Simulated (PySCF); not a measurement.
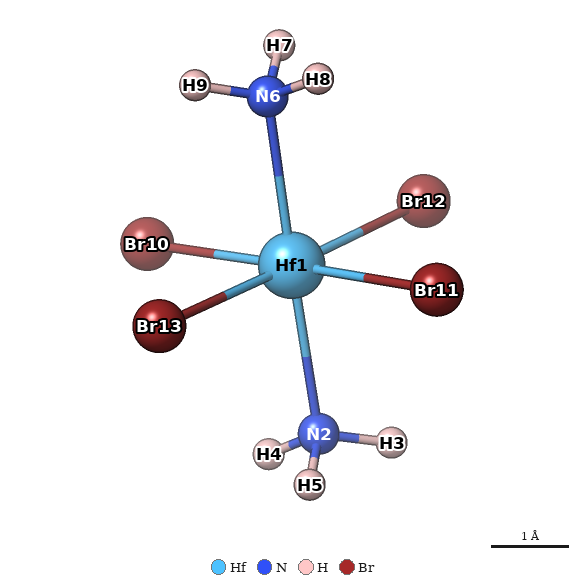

Orthographic view. Atoms fade into the background with distance from the viewer. Charge 0, singlet. Computed geometry: PBE0-D3(BJ)/def2-SVP optimisation. No frequency run is at hand to confirm it as a minimum.

Write a Z-matrix (Å, degrees) in the order of the atom numbers, with these reference atoms: 2 to 1; 3 to 2, 1; 4 to 2, 3, 1; 5 to 2, 3, 4; 6 to 1, 3, 2; 7 to 6, 1, 3; 8 to 6, 7, 1; 9 to 6, 7, 8; 10 to 1, 2, 5; 11 to 1, 2, 5; 12 to 1, 2, 5; 13 to 1, 2, 5.

```
Hf 
N    1   2.330
H    2   1.022   1   110.7
H    2   1.022   3   107.6   1   122.1
H    2   1.022   3   107.7   4   115.8
N    1   2.331   3   159.6   2   178.4
H    6   1.022   1   111.5   3    60.0
H    6   1.022   7   107.5   1   121.3
H    6   1.022   7   107.9   8   115.8
Br   1   2.576   2    90.4   5  -121.8
Br   1   2.579   2    88.6   5    58.2
Br   1   2.578   2    90.1   5   148.3
Br   1   2.576   2    90.9   5   -31.7
```
